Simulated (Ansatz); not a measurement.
**C2H4Al2BN: rotation by 180° about the N5–Al6 bond, part 1 of 2**

Aim: the minimum-energy path and barrier of the rotation by 180° about the N5–Al6 bond. The ends are relaxed first, then joined by a nudged elastic band. SMILES of the start: C#C[B]1[AlH][N]1[AlH2].

All numbers below are computed with Ansatz 0.2.0 (RKS CAM-B3LYP/def2-SVP).

## 1. The structure to begin with

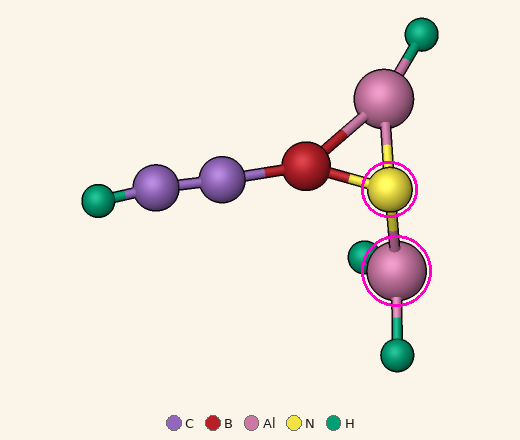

Start, viewed from a chosen angle; carbon purple, boron red, aluminium pink, nitrogen yellow, hydrogen teal. Ringed: N5, Al6.

As a file:

```xyz
10

C     2.1079    2.0285    0.8713
C     1.2824    1.1481    0.8024
B     0.2688   -0.0213    0.7166
Al   -0.0355   -2.0576    0.5492
N    -1.1528   -0.5802    0.6180
Al   -1.7701   -0.2040   -1.1417
H     2.7653    2.8858    0.9127
H     0.1917   -3.6176    0.3840
H    -2.6800    1.0817   -1.3492
H    -0.8946   -0.7146   -2.3603
```

## 2. Relaxing end A

The input, input.yaml:

```yaml
crystal:
  periodic: [false, false, false]
  atoms:
    - { symbol: C, position_ang: [2.1079, 2.0285, 0.8713] }
    - { symbol: C, position_ang: [1.2824, 1.1481, 0.8024] }
    - { symbol: B, position_ang: [0.2688, -0.0213, 0.7166] }
    - { symbol: Al, position_ang: [-0.0355, -2.0576, 0.5492] }
    - { symbol: "N", position_ang: [-1.1528, -0.5802, 0.618] }
    - { symbol: Al, position_ang: [-1.7701, -0.204, -1.1417] }
    - { symbol: H, position_ang: [2.7653, 2.8858, 0.9127] }
    - { symbol: H, position_ang: [0.1917, -3.6176, 0.384] }
    - { symbol: H, position_ang: [-2.68, 1.0817, -1.3492] }
    - { symbol: H, position_ang: [-0.8946, -0.7146, -2.3603] }
basis:
  gaussian: { orbitals: def2-SVP }
hamiltonian:
  xc: cam_b3lyp
relax:
  f_tol: 0.015
  max_steps: 40
```

Launch:

```sh
ansatz run input.yaml --threads 2 --pin off --max-ram 3072MiB --backend cpu --events-out ev --progress --plain --runs-dir out
```

What it wrote (excerpt; [...] marks lines left out):

```text
Warning: RAYON_NUM_THREADS=2 ignored (pool sized by the plan → 2); use --threads N
[...]
Functional definition: CAM-B3LYP
[...]
1213 factors; integrals over basis functions are off by at most 5.2e-4 eV
425 factors; integrals over basis functions are off by at most 1.1e-6 eV
[...]
mean field -17486.54261697 eV, -642.6185883692 hartree, gradient 7.8e-5 eV, S^2 0.000000; 0 other end points of the search recorded, 0 dependent functions left out
[...]
reference -17486.54276898 eV, -642.6185939555 hartree; 27, 27 occupied and 85, 85 virtual orbitals, 1213 factors
relax step   1: F+E_penalty+E_count = -17486.54261697 eV  Δ(F+E_penalty+E_count) = +0.000e0 eV  max|allowed force component| = 2.339e0 eV/Å  Δτ_max = 0.0000 Å  (34 SCF iters, accepted)
[...]
relax step  13: F+E_penalty+E_count = -17488.27458452 eV  Δ(F+E_penalty+E_count) = -4.712e-4 eV  max|allowed force component| = 5.115e-2 eV/Å  Δτ_max = 0.0063 Å  (28 SCF iters, accepted)
[...]
relax step  19: F+E_penalty+E_count = -17488.27779396 eV  Δ(F+E_penalty+E_count) = -3.751e-4 eV  max|allowed force component| = 1.102e-1 eV/Å  Δτ_max = 0.0964 Å  (35 SCF iters, accepted)
[...]
relax step  23: F+E_penalty+E_count = -17488.28103420 eV  Δ(F+E_penalty+E_count) = -8.541e-4 eV  max|allowed force component| = 6.225e-2 eV/Å  Δτ_max = 0.1402 Å  (35 SCF iters, accepted)
relax step  24: F+E_penalty+E_count = -17488.28148407 eV  Δ(F+E_penalty+E_count) = -4.499e-4 eV  max|allowed force component| = 5.361e-2 eV/Å  Δτ_max = 0.0478 Å  (34 SCF iters, accepted)
```

## 3. The log goes on: end point A relaxed

The log, continued (excerpt; [...] marks lines left out):

```text
relax step  25: F+E_penalty+E_count = -17488.28205804 eV  Δ(F+E_penalty+E_count) = -5.740e-4 eV  max|allowed force component| = 2.835e-2 eV/Å  Δτ_max = 0.0633 Å  (34 SCF iters, accepted)
[...]
relax step  28: F+E_penalty+E_count = -17488.28329897 eV  Δ(F+E_penalty+E_count) = -2.149e-4 eV  max|allowed force component| = 1.115e-1 eV/Å  Δτ_max = 0.1487 Å  (33 SCF iters, accepted)
[...]
Atom 6 at     2.156323     3.155043     1.297186 Å, force     0.001382    -0.003838    -0.001418 eV/Å
Atom 7 at    -0.164825    -3.732076     0.676240 Å, force    -0.000555    -0.001138    -0.000445 eV/Å
Atom 8 at    -1.506705     1.539224    -1.611326 Å, force     0.000840    -0.011779     0.001645 eV/Å
Atom 9 at    -2.428924    -0.998733    -2.205155 Å, force     0.005015     0.005450     0.005306 eV/Å
Dipole moment:    -0.030081    -0.108993    -0.006092 e Å
```

Run time: 77 s. Hardware: 2 threads of Intel Xeon 6975P-C (Granite Rapids), shared host; peak memory 0.33 GiB.

The steps of the relaxation, one in 2:

| step | energy from step 1 (eV) | largest force component (eV/Å) |
| --- | --- | --- |
| 1 | 0.0000 | 2.3385 |
| 3 | -1.3077 | 0.9989 |
| 5 | -1.6452 | 0.4572 |
| 7 | -1.7278 | 0.1851 |
| 9 | -1.7302 | 0.0357 |
| 11 | -1.7311 | 0.0616 |
| 13 | -1.7320 | 0.0511 |
| 15 | -1.7332 | 0.0445 |
| 17 | -1.7341 | 0.0443 |
| 19 | -1.7352 | 0.1102 |
| 21 | -1.7367 | 0.0437 |
| 23 | -1.7384 | 0.0623 |
| 25 | -1.7394 | 0.0284 |
| 27 | -1.7405 | 0.0595 |
| 29 | -1.7415 | 0.0285 |
| 31 | -1.7420 | 0.0128 |
| 33 | -1.7422 | 0.0189 |
| 35x | -1.7422 | 0.0489 |
| 37x | -1.7424 | 0.0489 |
| 38 | -1.7425 | 0.0118 |

Step 1 is the start. 4 steps were tried and not accepted (16, 20, 35, 37; marked x where the table lists them).

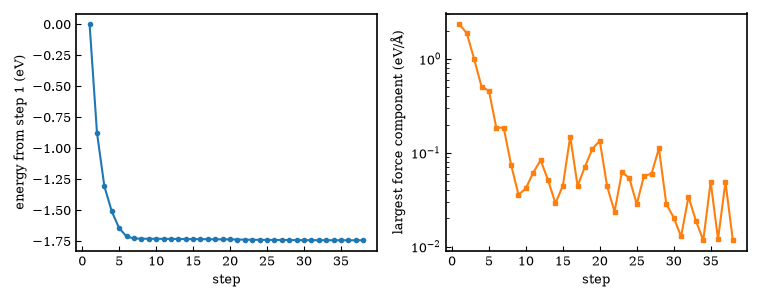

Energy and largest force along the relaxation.

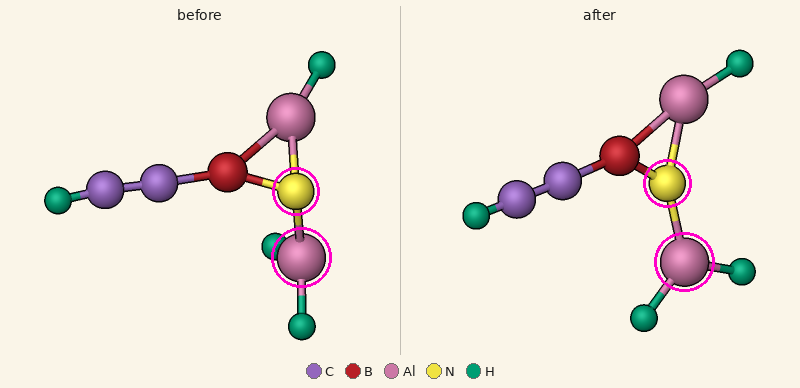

Before and after, at one scale.

After: Bond lengths: C1–C2 1.214 Å, C2–B3 1.516 Å, B3–Al4 1.983 Å, B3–N5 1.413 Å, Al4–N5 1.848 Å, N5–Al6 1.810 Å, C1–H7 1.075 Å, Al4–H8 1.575 Å, Al6–H9 1.579 Å, Al6–H10 1.581 Å. Angles: C1–C2–B3 178.1°, C2–C1–H7 179.9°, C2–B3–Al4 162.9°, C2–B3–N5 133.8°, Al4–B3–N5 63.4°, B3–Al4–N5 43.1°, B3–Al4–H8 171.3°, N5–Al4–H8 128.3°, B3–N5–Al4 73.5°, B3–N5–Al6 134.0°, Al4–N5–Al6 152.5°, N5–Al6–H9 120.9°, N5–Al6–H10 117.0°, H9–Al6–H10 122.1°.

## 4. Relaxing end B

The second end starts from a geometry with the move made by hand.

input.yaml: that of step 2 with these lines changed.

```diff
@@ -11,4 +11,4 @@
     - { symbol: H, position_ang: [0.1917, -3.6176, 0.384] }
-    - { symbol: H, position_ang: [-2.68, 1.0817, -1.3492] }
-    - { symbol: H, position_ang: [-0.8946, -0.7146, -2.3603] }
+    - { symbol: H, position_ang: [-1.34137, -1.19646, -2.30583] }
+    - { symbol: H, position_ang: [-3.12722, 0.60011, -1.29603] }
 basis:
```

Launch:

```sh
ansatz run input.yaml --threads 2 --pin off --max-ram 3072MiB --backend cpu --events-out ev --progress --plain --runs-dir out
```

What it wrote (excerpt; [...] marks lines left out):

```text
Warning: RAYON_NUM_THREADS=2 ignored (pool sized by the plan → 2); use --threads N
[...]
[... 1 set-up line as earlier in the session ...]
[...]
1213 factors; integrals over basis functions are off by at most 5.2e-4 eV
425 factors; integrals over basis functions are off by at most 1.1e-6 eV
[...]
mean field -17486.61223106 eV, -642.6211466401 hartree, gradient 8.2e-5 eV, S^2 0.000000; 0 other end points of the search recorded, 0 dependent functions left out
[...]
relax step  22: F+E_penalty+E_count = -17488.28081377 eV  Δ(F+E_penalty+E_count) = -5.914e-4 eV  max|allowed force component| = 4.358e-2 eV/Å  Δτ_max = 0.0856 Å  (34 SCF iters, accepted)
[...]
relax step  28: F+E_penalty+E_count = -17488.28290543 eV  Δ(F+E_penalty+E_count) = -1.671e-4 eV  max|allowed force component| = 5.049e-2 eV/Å  Δτ_max = 0.0170 Å  (27 SCF iters, accepted)
relax step  29: F+E_penalty+E_count = -17488.28342782 eV  Δ(F+E_penalty+E_count) = -5.224e-4 eV  max|allowed force component| = 4.065e-2 eV/Å  Δτ_max = 0.0750 Å  (34 SCF iters, accepted)
```

## 5. The output, continued: end point B relaxed

Output, continued:

```text
relax step  30: F+E_penalty+E_count = -17488.28369897 eV  Δ(F+E_penalty+E_count) = -2.711e-4 eV  max|allowed force component| = 5.921e-2 eV/Å  Δτ_max = 0.0859 Å  (33 SCF iters, accepted)
relax step  31: F+E_penalty+E_count = -17488.28393041 eV  Δ(F+E_penalty+E_count) = -2.314e-4 eV  max|allowed force component| = 4.562e-2 eV/Å  Δτ_max = 0.0169 Å  (28 SCF iters, accepted)
relax step  32: F+E_penalty+E_count = -17488.28278924 eV  Δ(F+E_penalty+E_count) = +1.141e-3 eV  max|allowed force component| = 1.152e-1 eV/Å  Δτ_max = 0.1064 Å  (34 SCF iters, rejected (line search))
relax step  33: F+E_penalty+E_count = -17488.28433261 eV  Δ(F+E_penalty+E_count) = -4.022e-4 eV  max|allowed force component| = 2.059e-2 eV/Å  Δτ_max = 0.0519 Å  (35 SCF iters, accepted)
relax step  34: F+E_penalty+E_count = -17488.28463648 eV  Δ(F+E_penalty+E_count) = -3.039e-4 eV  max|allowed force component| = 3.077e-2 eV/Å  Δτ_max = 0.0866 Å  (33 SCF iters, accepted)
[...]
425 factors; integrals over basis functions are off by at most 1.5e-6 eV
mean field -17488.28473222 eV, -642.6826099239 hartree, gradient 1.0e-5 eV, S^2 0.000000; 0 other end points of the search recorded, 0 dependent functions left out
the calculation of the forces begins
reference -17488.28488239 eV, -642.6826154425 hartree; 27, 27 occupied and 85, 85 virtual orbitals, 1213 factors
relax step  35: F+E_penalty+E_count = -17488.28473222 eV  Δ(F+E_penalty+E_count) = -9.574e-5 eV  max|allowed force component| = 1.672e-2 eV/Å  Δτ_max = 0.0089 Å  (28 SCF iters, accepted)
these checks for a lower state are left out or cut short: starts, cluster_reference, orbital_swaps, neighbouring_geometries, increment
1213 factors; integrals over basis functions are off by at most 6.9e-4 eV
425 factors; integrals over basis functions are off by at most 1.5e-6 eV
mean field evaluation 256: about -17488.2847 eV, gradient 1.7e-1 eV
mean field -17488.28484313 eV, -642.6826139996 hartree, gradient 1.4e-5 eV, S^2 0.000000; 0 other end points of the search recorded, 0 dependent functions left out
the calculation of the forces begins
reference -17488.28499333 eV, -642.6826195195 hartree; 27, 27 occupied and 85, 85 virtual orbitals, 1213 factors
relax step  36: F+E_penalty+E_count = -17488.28484313 eV  Δ(F+E_penalty+E_count) = -1.109e-4 eV  max|allowed force component| = 1.857e-2 eV/Å  Δτ_max = 0.0357 Å  (34 SCF iters, accepted)
these checks for a lower state are left out or cut short: starts, cluster_reference, orbital_swaps, neighbouring_geometries, increment
1213 factors; integrals over basis functions are off by at most 7.0e-4 eV
425 factors; integrals over basis functions are off by at most 1.5e-6 eV
mean field -17488.28497198 eV, -642.6826187351 hartree, gradient 1.4e-5 eV, S^2 0.000000; 0 other end points of the search recorded, 0 dependent functions left out
the calculation of the forces begins
reference -17488.28512229 eV, -642.6826242588 hartree; 27, 27 occupied and 85, 85 virtual orbitals, 1213 factors
relax step  37: F+E_penalty+E_count = -17488.28497198 eV  Δ(F+E_penalty+E_count) = -1.289e-4 eV  max|allowed force component| = 1.624e-2 eV/Å  Δτ_max = 0.0564 Å  (34 SCF iters, accepted)
these checks for a lower state are left out or cut short: starts, cluster_reference, orbital_swaps, neighbouring_geometries, increment
1213 factors; integrals over basis functions are off by at most 7.1e-4 eV
425 factors; integrals over basis functions are off by at most 1.5e-6 eV
mean field -17488.28502476 eV, -642.6826206747 hartree, gradient 1.4e-5 eV, S^2 0.000000; 0 other end points of the search recorded, 0 dependent functions left out
the calculation of the forces begins
reference -17488.28517523 eV, -642.6826262041 hartree; 27, 27 occupied and 85, 85 virtual orbitals, 1213 factors
relax step  38: F+E_penalty+E_count = -17488.28502476 eV  Δ(F+E_penalty+E_count) = -5.278e-5 eV  max|allowed force component| = 2.733e-2 eV/Å  Δτ_max = 0.0530 Å  (35 SCF iters, accepted)
these checks for a lower state are left out or cut short: starts, cluster_reference, orbital_swaps, neighbouring_geometries, increment
1213 factors; integrals over basis functions are off by at most 7.0e-4 eV
425 factors; integrals over basis functions are off by at most 1.5e-6 eV
mean field -17488.28496409 eV, -642.6826184449 hartree, gradient 2.5e-5 eV, S^2 0.000000; 0 other end points of the search recorded, 0 dependent functions left out
the calculation of the forces begins
reference -17488.28511456 eV, -642.6826239747 hartree; 27, 27 occupied and 85, 85 virtual orbitals, 1213 factors
relax step  39: F+E_penalty+E_count = -17488.28496409 eV  Δ(F+E_penalty+E_count) = +6.067e-5 eV  max|allowed force component| = 3.960e-2 eV/Å  Δτ_max = 0.0195 Å  (28 SCF iters, rejected (line search))
these checks for a lower state are left out or cut short: starts, cluster_reference, orbital_swaps, neighbouring_geometries, increment
1213 factors; integrals over basis functions are off by at most 7.0e-4 eV
425 factors; integrals over basis functions are off by at most 1.5e-6 eV
mean field -17488.28511881 eV, -642.6826241307 hartree, gradient 1.5e-5 eV, S^2 0.000000; 0 other end points of the search recorded, 0 dependent functions left out
the calculation of the forces begins
reference -17488.28526926 eV, -642.6826296599 hartree; 27, 27 occupied and 85, 85 virtual orbitals, 1213 factors
relax step  40: F+E_penalty+E_count = -17488.28511881 eV  Δ(F+E_penalty+E_count) = -9.404e-5 eV  max|allowed force component| = 1.308e-2 eV/Å  Δτ_max = 0.0081 Å  (27 SCF iters, accepted)
1213 factors; integrals over basis functions are off by at most 7.0e-4 eV
425 factors; integrals over basis functions are off by at most 1.5e-6 eV
mean field evaluation 288: about -17488.2851 eV, gradient 1.5e-5 eV
mean field -17488.28511881 eV, -642.6826241307 hartree, gradient 1.5e-5 eV, S^2 0.000000; 1 other end points of the search recorded, 0 dependent functions left out
the calculation of the forces begins
reference -17488.28526926 eV, -642.6826296599 hartree; 27, 27 occupied and 85, 85 virtual orbitals, 1213 factors
Total energy: -17488.28526926 eV, -642.6826296599 hartree
Atom 0 at     1.605394     2.173242     1.000520 Å, force     0.000967    -0.000782     0.001139 eV/Å
Atom 1 at     1.141184     1.065370     0.827179 Å, force    -0.000401     0.000420     0.000705 eV/Å
Atom 2 at     0.596335    -0.337468     0.642847 Å, force     0.001752     0.003626    -0.000934 eV/Å
Atom 3 at     0.319304    -2.296105     0.786732 Å, force     0.001380    -0.001470     0.001215 eV/Å
Atom 4 at    -0.439751    -0.889484    -0.142119 Å, force    -0.006171    -0.006645    -0.001384 eV/Å
Atom 5 at    -1.643104    -0.199247    -1.305465 Å, force    -0.009314    -0.000886    -0.013079 eV/Å
Atom 6 at     2.016582     3.154220     1.154521 Å, force    -0.001259    -0.000064    -0.001029 eV/Å
Atom 7 at    -0.080813    -3.819111     0.745701 Å, force     0.000508     0.002147    -0.000153 eV/Å
Atom 8 at    -2.582088    -1.224396    -2.058898 Å, force     0.010241     0.010371     0.010426 eV/Å
Atom 9 at    -1.743932     1.358329    -1.540378 Å, force     0.002298    -0.006717     0.003094 eV/Å
Dipole moment:    -0.025034    -0.109546    -0.002431 e Å
```

Wall time 83 s (2 threads of Intel Xeon 6975P-C (Granite Rapids), shared host); peak memory 0.33 GiB.

Step by step, one in 2:

| step | energy from step 1 (eV) | largest force component (eV/Å) |
| --- | --- | --- |
| 1 | 0.0000 | 2.3665 |
| 3 | -1.3032 | 0.8522 |
| 5 | -1.5969 | 0.2799 |
| 7 | -1.6492 | 0.2680 |
| 9x | -1.6525 | 0.1985 |
| 11 | -1.6619 | 0.0132 |
| 13 | -1.6623 | 0.0366 |
| 15 | -1.6630 | 0.0536 |
| 17 | -1.6644 | 0.0903 |
| 19 | -1.6670 | 0.0409 |
| 21 | -1.6680 | 0.0541 |
| 23 | -1.6693 | 0.0397 |
| 25x | -1.6449 | 0.3705 |
| 27 | -1.6705 | 0.0554 |
| 29 | -1.6712 | 0.0407 |
| 31 | -1.6717 | 0.0456 |
| 33 | -1.6721 | 0.0206 |
| 35 | -1.6725 | 0.0167 |
| 37 | -1.6727 | 0.0162 |
| 39x | -1.6727 | 0.0396 |
| 40 | -1.6729 | 0.0131 |

Step 1 is the start. 5 steps were tried and not accepted (9, 24, 25, 32, 39; marked x where the table lists them).

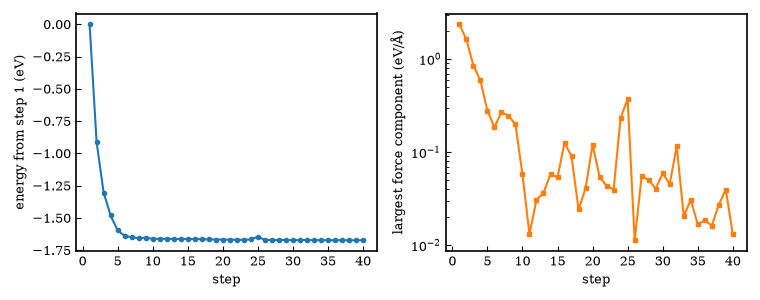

Energy and largest force along the relaxation.

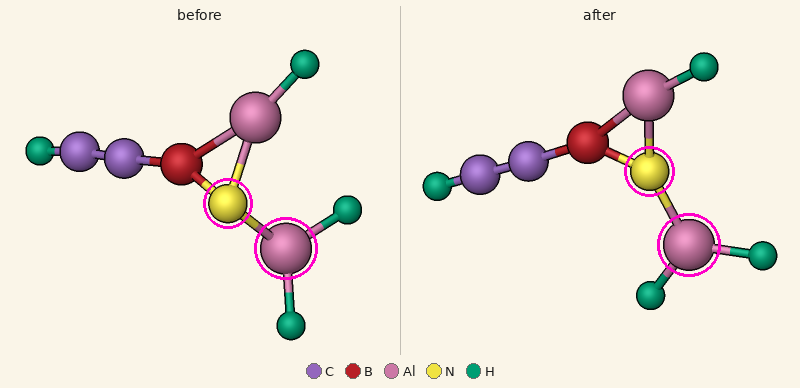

The structure before (left) and after (right), drawn at the same scale.

After: Bond lengths: C1–C2 1.214 Å, C2–B3 1.516 Å, B3–Al4 1.983 Å, B3–N5 1.412 Å, Al4–N5 1.849 Å, N5–Al6 1.810 Å, C1–H7 1.075 Å, Al4–H8 1.575 Å, Al6–H9 1.581 Å, Al6–H10 1.578 Å. Angles: C1–C2–B3 178.1°, C2–C1–H7 180.0°, C2–B3–Al4 162.8°, C2–B3–N5 133.9°, Al4–B3–N5 63.4°, B3–Al4–N5 43.1°, B3–Al4–H8 171.3°, N5–Al4–H8 128.2°, B3–N5–Al4 73.6°, B3–N5–Al6 134.1°, Al4–N5–Al6 152.4°, N5–Al6–H9 117.0°, N5–Al6–H10 121.0°, H9–Al6–H10 122.1°.

## 6. The band

crystal.atoms is end A as relaxed above, and neb.final_atoms is end B, turned to lie on A. With 7 inner images the band has 9 in all.

The input, input.yaml:

```yaml
crystal:
  periodic: [false, false, false]
  atoms:
    - { symbol: C, position_ang: [1.721972, 2.190312, 1.107788] }
    - { symbol: C, position_ang: [1.229242, 1.101951, 0.894054] }
    - { symbol: B, position_ang: [0.644601, -0.277707, 0.661222] }
    - { symbol: Al, position_ang: [0.28755, -2.225813, 0.759939] }
    - { symbol: "N", position_ang: [-0.370955, -0.779087, -0.183038] }
    - { symbol: Al, position_ang: [-1.485179, -0.024314, -1.39391] }
    - { symbol: H, position_ang: [2.156323, 3.155043, 1.297186] }
    - { symbol: H, position_ang: [-0.164825, -3.732076, 0.67624] }
    - { symbol: H, position_ang: [-1.506705, 1.539224, -1.611326] }
    - { symbol: H, position_ang: [-2.428924, -0.998733, -2.205155] }
basis:
  gaussian: { orbitals: def2-SVP }
hamiltonian:
  xc: cam_b3lyp
neb:
  order_check: false
  images: 7
  f_tol: 0.03
  max_iterations: 60
  initial_path: idpp
  final_atoms:
    - { symbol: C, position_ang: [1.72251195, 2.19155989, 1.11099744] }
    - { symbol: C, position_ang: [1.22829168, 1.10410564, 0.89626977] }
    - { symbol: B, position_ang: [0.6435566, -0.27496501, 0.66165901] }
    - { symbol: Al, position_ang: [0.28932989, -2.22399043, 0.75928741] }
    - { symbol: "N", position_ang: [-0.37011098, -0.77713757, -0.18372152] }
    - { symbol: Al, position_ang: [-1.4867011, -0.02640078, -1.39511752] }
    - { symbol: H, position_ang: [2.16024625, 3.15444588, 1.30165151] }
    - { symbol: H, position_ang: [-0.1626164, -3.73052567, 0.67314481] }
    - { symbol: H, position_ang: [-2.42207052, -1.00535952, -2.2118222] }
    - { symbol: H, position_ang: [-1.51933738, 1.53706756, -1.60934872] }
```

Launch:

```sh
ansatz run input.yaml --threads 2 --pin off --max-ram 3072MiB --backend cpu --events-out ev --progress --plain --runs-dir out
```

What it wrote (excerpt; [...] marks lines left out):

```text
Warning: RAYON_NUM_THREADS=2 ignored (pool sized by the plan → 2); use --threads N
[...]
[... 1 set-up line as earlier in the session ...]
[...]
1211 factors; integrals over basis functions are off by at most 5.2e-4 eV
425 factors; integrals over basis functions are off by at most 1.5e-6 eV
[...]
mean field -17488.28514266 eV, -642.6826250074 hartree, gradient 5.7e-5 eV, S^2 0.000000; 0 other end points of the search recorded, 0 dependent functions left out
[...]
Atom 6 at     0.602326     3.134572     2.443622 Å, force    -0.000463     0.004873     0.010723 eV/Å
Atom 7 at     1.104310    -3.606501    -0.296213 Å, force    -0.003975    -0.000714     0.001491 eV/Å
Atom 8 at    -0.530717     0.669621    -2.927103 Å, force     0.001158     0.000658    -0.006573 eV/Å
Atom 9 at    -2.696182    -0.288560    -1.507699 Å, force    -0.000079    -0.003515    -0.002838 eV/Å
Dipole moment:     0.000143    -0.117850    -0.058983 e Å
this run last wrote the band of iteration 5 to <dir>
```

Wall time 84 s (2 threads of Intel Xeon 6975P-C (Granite Rapids), shared host); peak memory 0.34 GiB.

(Continued in part 2 of 2.)
